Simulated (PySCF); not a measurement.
```json
{"atom": "C", "x (Å)": "-2.5277", "y (Å)": "0.7206", "z (Å)": "0.0962"}
{"atom": "C", "x (Å)": "-1.3177", "y (Å)": "0.1660", "z (Å)": "0.8418"}
{"atom": "C", "x (Å)": "-0.0411", "y (Å)": "0.2519", "z (Å)": "0.0156"}
{"atom": "C", "x (Å)": "-0.0120", "y (Å)": "-0.6545", "z (Å)": "-1.2322"}
{"atom": "C", "x (Å)": "1.4103", "y (Å)": "-1.1722", "z (Å)": "-1.1035"}
{"atom": "O", "x (Å)": "2.1144", "y (Å)": "-1.6507", "z (Å)": "-1.9558"}
{"atom": "Si", "x (Å)": "1.5773", "y (Å)": "-0.5176", "z (Å)": "0.7191"}
{"atom": "N", "x (Å)": "2.7539", "y (Å)": "0.6236", "z (Å)": "1.2359"}
{"atom": "H", "x (Å)": "-2.6996", "y (Å)": "0.1657", "z (Å)": "-0.8234"}
{"atom": "H", "x (Å)": "-2.3697", "y (Å)": "1.7664", "z (Å)": "-0.1598"}
{"atom": "H", "x (Å)": "-3.4228", "y (Å)": "0.6499", "z (Å)": "0.7106"}
{"atom": "H", "x (Å)": "-1.5068", "y (Å)": "-0.8756", "z (Å)": "1.1122"}
{"atom": "H", "x (Å)": "-1.1781", "y (Å)": "0.7259", "z (Å)": "1.7694"}
{"atom": "H", "x (Å)": "0.0977", "y (Å)": "1.2946", "z (Å)": "-0.2827"}
{"atom": "H", "x (Å)": "-0.2208", "y (Å)": "-0.1680", "z (Å)": "-2.1845"}
{"atom": "H", "x (Å)": "-0.6952", "y (Å)": "-1.4990", "z (Å)": "-1.1257"}
{"atom": "H", "x (Å)": "1.4652", "y (Å)": "-1.5193", "z (Å)": "1.7715"}
{"atom": "H", "x (Å)": "3.5720", "y (Å)": "0.3019", "z (Å)": "1.7264"}
{"atom": "H", "x (Å)": "2.9908", "y (Å)": "1.3997", "z (Å)": "0.6378"}
```

Geometry: GFN2-xTB.

All numbers below come from PySCF 2.14.0, PBE0/pcSseg-1, SCF density, gas phase, non-relativistic.

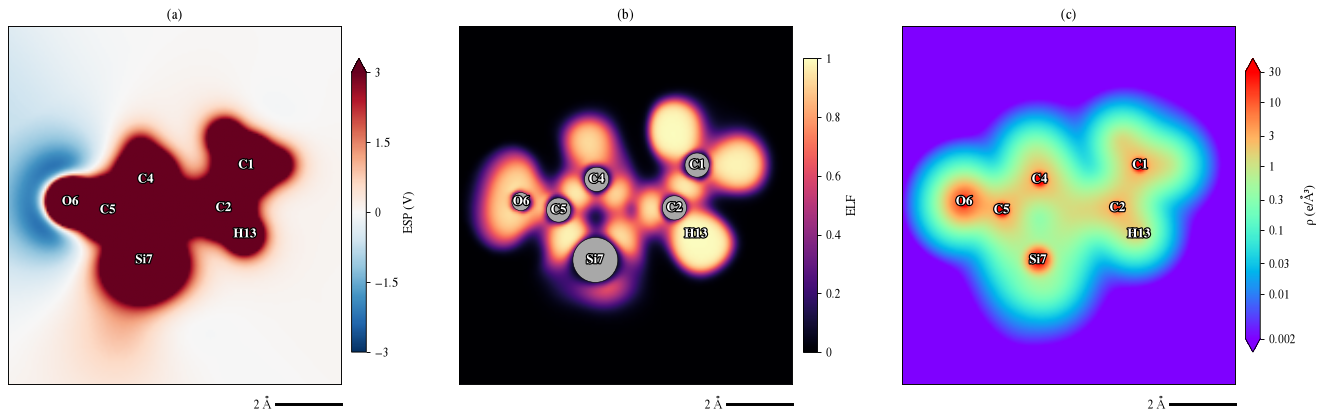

C5H11NOSi. (a) molecular electrostatic potential; (b) ELF; (c) electron density on the plane of atoms C4, C5 and O6. Grey discs cover the atomic cores in the ELF map.

Q: Read the bonding off the picture.

A: The plane passes through C, O, Si and H nuclei.
C–O (1.20 Å): the density is about 3.3 e/Å³ at the midpoint; the ELF peaks at about 0.85 between the atoms (a short, multiple covalent bond).
C–C (1.52 Å): ρ is about 1.7 e/Å³ halfway; the ELF peaks at about 0.95 between the atoms (a shared electron pair).
C–Si (1.94 Å): ρ at the midpoint is about 0.87 e/Å³; the ELF peaks at about 0.95 between the atoms: localised, covalent bonding.
C–H (1.09 Å): the density is about 2 e/Å³ at the midpoint; the ELF climbs to about 1 towards the hydrogen, as it does in any bond to H; an ordinary covalent bond to hydrogen.
The ELF also peaks beside O6, away from the bonds: lone-pair regions.
Outside the dense part of the molecule the potential is most negative (−2.2 V) near O6.
